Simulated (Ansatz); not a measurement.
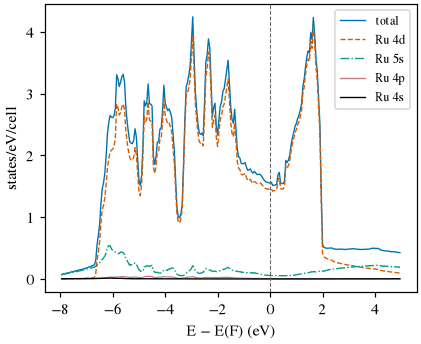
Figure: Total and projected density of states of Ru (hcp (Mg type), space group No. 194), the program Ansatz at the r²SCAN level (PAW)

### Question
Which orbitals carry the states next to the Fermi level?

### Answer
Within 0.5 eV of the Fermi level: Ru 4d 93 %. Projections are on Löwdin-orthogonalised atomic valence shells; empty p or d shells of many metals are not among them.

### Question
Where is the tallest occupied peak in this window, and what makes it?

### Answer
Near -2.9 eV, about 4.2 states/eV per cell; the largest projected share is Ru 4d.

Space group P6_3/mmc (hcp (Mg type)). The r²SCAN relaxation kept the symmetry of its start. No spin polarisation was allowed. Scalar-relativistic: spin–orbit coupling is off unless named, which matters more the heavier the elements.

Potentials: the earlier of the program's two PAW sets.
